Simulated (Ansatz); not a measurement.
**Pressure series in BeSe**

Take BeSe in the zinc blende structure (space group F-43m, No. 216; a = 5.1289 Å) as the base.

Cell and atoms are relaxed at each pressure.

Calculations: PBEsol, PAW, 420 eV (Ansatz, an electronic-structure program; no spin-orbit coupling).

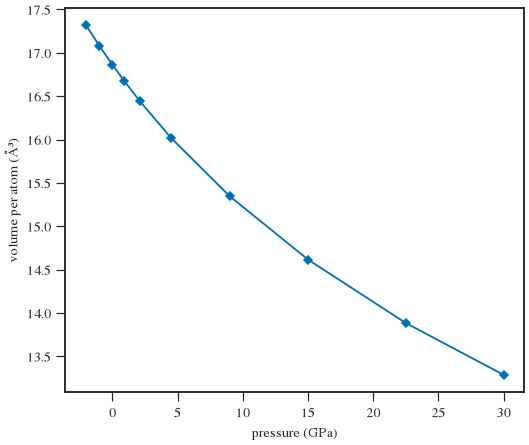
Fig. 1. Volume per atom against pressure

**Question.** From the plot, what is the volume per atom for pressure 4.5 GPa?

**Answer.** About 16.0 Å³.

**Question.** Is the trend monotonic over the range shown?

**Answer.** Yes, it falls throughout, spanning 13.29 Å³ to 17.32 Å³.

Load acts through the strain it causes; cell and atoms are relaxed under it. Stability against distortions was not tested. Competing high-pressure phases were not computed.
